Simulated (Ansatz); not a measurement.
Reaction (SMILES): ClCl (Cl2) → Cl2+ (doublet, bonded as ClCl) + e-
B3LYP-D3(BJ)/def2-TZVP geometries, fixed; electronic energies without zero-point terms.

Basis-set convergence of the adiabatic ionisation energy at PBE with Ansatz (a first-principles code). Cartesian d functions, on some or all atoms, in 6-31G**, 6-311G**, 6-311+G**; all else is spherical. The program fits the integrals of some runs and decomposes those of others, by size. Open shells are unrestricted. No added dispersion term, no relativity. Functions are those of the species that has most. Reference: the value in aug-cc-pV(5+d)Z, 11.116 eV, itself unsure by roughly 0.003 eV (its mean distance from pcseg-4, aug-pcseg-3, aug-cc-pV(Q+d)Z). Deviations are taken from unrounded values.

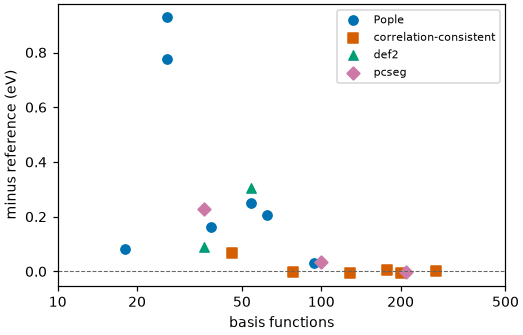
*Deviation from the reference against the number of basis functions, by family of sets.*

| basis | functions | adiabatic ionisation energy (eV) | minus reference (eV) |
|---|---|---|---|
| STO-3G | 18 | 11.199 | 0.082 |
| 3-21G | 26 | 12.047 | 0.930 |
| 6-31G | 26 | 11.892 | 0.775 |
| def2-SVP | 36 | 11.207 | 0.091 |
| pcseg-1 | 36 | 11.345 | 0.229 |
| 6-31G** | 38 | 11.280 | 0.164 |
| cc-pV(D+d)Z | 46 | 11.185 | 0.068 |
| 6-311G** | 54 | 11.368 | 0.252 |
| def2-SVPD | 54 | 11.421 | 0.305 |
| 6-311+G** | 62 | 11.322 | 0.206 |
| cc-pV(T+d)Z | 78 | 11.116 | 0.000 |
| 6-311++G(3df,3pd) | 94 | 11.146 | 0.030 |
| aug-pcseg-2 | 100 | 11.150 | 0.034 |
| cc-pV(Q+d)Z | 128 | 11.111 | -0.005 |
| aug-cc-pV(Q+d)Z | 178 | 11.121 | 0.004 |
| cc-pV(5+d)Z | 200 | 11.112 | -0.004 |
| pcseg-4 | 210 | 11.114 | -0.003 |
| aug-cc-pV(5+d)Z | 272 | 11.116 | 0.000 |
